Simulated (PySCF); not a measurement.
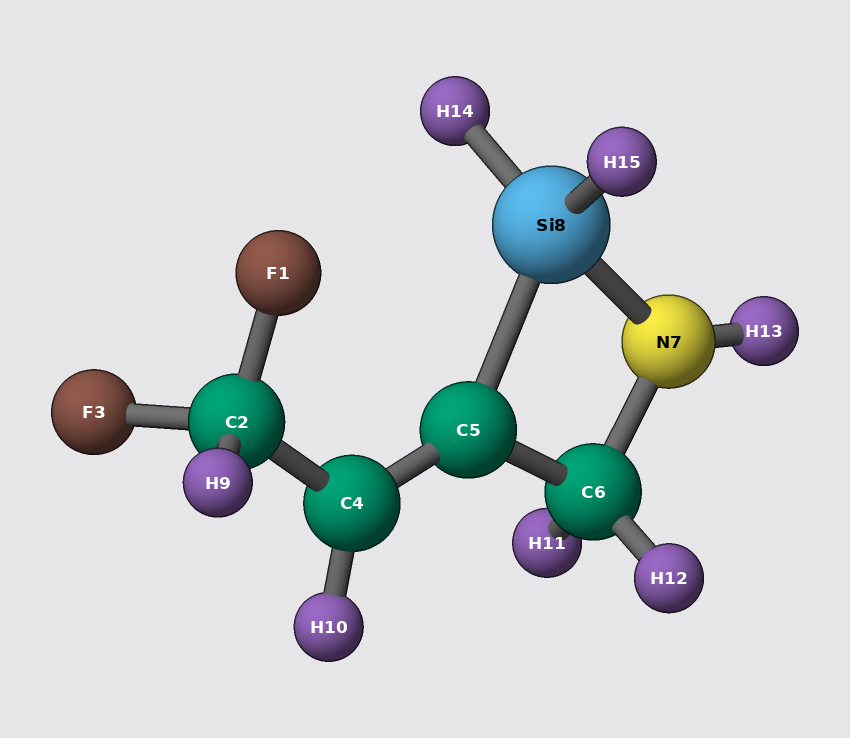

The geometry was computed by an optimisation with GFN2-xTB. No frequency run is at hand to confirm it as a minimum. Method: GIAO PBE0/pcSseg-1 NMR shielding, non-relativistic, gas phase (PySCF 2.14.0). Principal shieldings σ11 ≤ σ22 ≤ σ33, span Ω = σ33 − σ11, skew κ = 3(σiso − σ22)/Ω.

Give the shielding tensors of the C atoms.

| atom | σ11 | σ22 | σ33 | σiso | Ω | κ |
| --- | --- | --- | --- | --- | --- | --- |
| C2 | 50.5 | 64.4 | 86.5 | 67.2 | 36.0 | 0.23 |
| C4 | −55.0 | 74.0 | 141.3 | 53.4 | 196.3 | −0.31 |
| C5 | −69.7 | 0.6 | 143.8 | 24.9 | 213.5 | 0.34 |
| C6 | 109.3 | 119.6 | 153.4 | 127.4 | 44.1 | 0.53 |

Shieldings and span in ppm.

The geometry is semi-empirical. Around Si such bond lengths and angles can be off by a tenth of an ångström or more and by several degrees, and values that hang on the shape move with them.
